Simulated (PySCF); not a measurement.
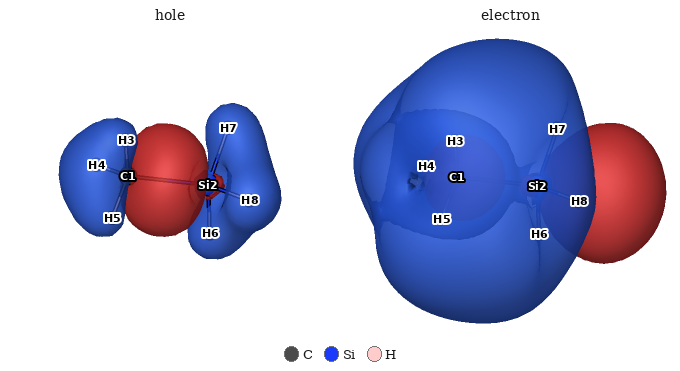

*CH6Si, SMILES `C[SiH3]`. Leading natural transition orbital pair of T₁ (full linear response triplet states); the surfaces enclose about 85 % of each orbital's density.*

Method: M06-2X/def2-SVPD; geometry: GFN2-xTB; program: PySCF. No frequency check shows the geometry to be a minimum.

### Give its energy and the atoms that hole and electron lie on.

7.92 eV (157 nm), spin-forbidden from the singlet ground state, partly diffuse acceptor orbital; the leading pair carries 98 %; hole on C1 (42 %) and Si2 (31 %), electron on Si2 (39 %), C1 (14 %) and H3, H4 and H5 (9 % each) (atom shares of so diffuse an orbital are rough); their centroids lie 0.3 Å apart. In canonical orbitals it is mainly HOMO → LUMO (71 %). The HOMO–LUMO gap is 11.15 eV.
